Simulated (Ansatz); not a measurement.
The starting structures come from a database of crystals and need not be the phases stable at ambient conditions.

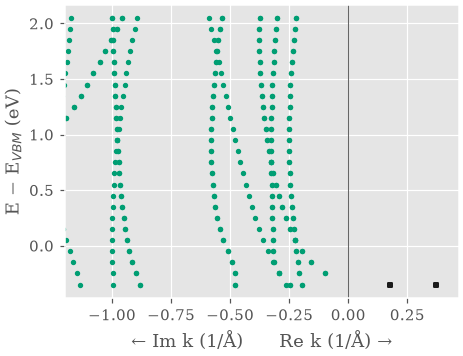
Fig. 1. Complex bands at the centre of the two-dimensional zone; r2SCAN (Ansatz, an electronic-structure program)

The gap is the functional's own, uncorrected, and κ follows it; spin-orbit coupling is left out. Mid-gap values are interpolated between the computed energies.

### Question
This is TlAgI$_{2}$ (I4/mcm, not sure to be the ambient phase, 8 atoms a cell, 32.7 Å³ an atom) along the normal of (101). Read off the slowest decay at the centre of the two-dimensional zone at 0.85 eV, the computed energy nearest the middle of the gap.

### Answer
κ ≈ 0.25 1/Å, a decay length 1/(2κ) of the density of 2.0 Å.
